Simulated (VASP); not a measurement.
Consider the following.

```xyz
2
Lattice="0.0000 3.0884 3.0884 3.0884 0.0000 3.0884 3.0884 3.0884 0.0000" Properties=species:S:1:pos:R:3 pbc="T T T"
Ga     0.0000     0.0000     0.0000
Sb     1.5442     1.5442     1.5442
```

These are rev-vdW-DF2, VASP's PBE PAW potentials (set 64) (plane waves; VASP) values and carry that method's errors. Settings: 520 eV cut-off, 12×12×12 Γ-centred mesh, tetrahedra with Blöchl corrections, potentials Ga_d Sb.

Unless said otherwise, spin-orbit coupling is left out, though it shifts the bands of the heavy elements here.

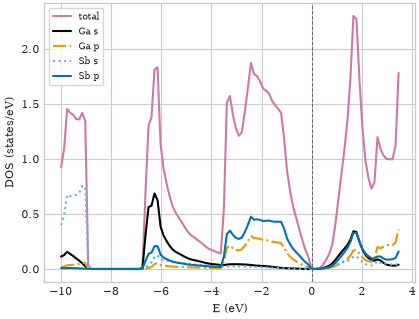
*Total and projected density of states, zero at the Fermi level*

Within 2 eV below the Fermi level the largest weight inside VASP's projection spheres is Sb p, then Ga p.

It has no gap at this level: it comes out as a metal or semimetal.

The compound is GaSb in the zinc blende structure. It was relaxed first.
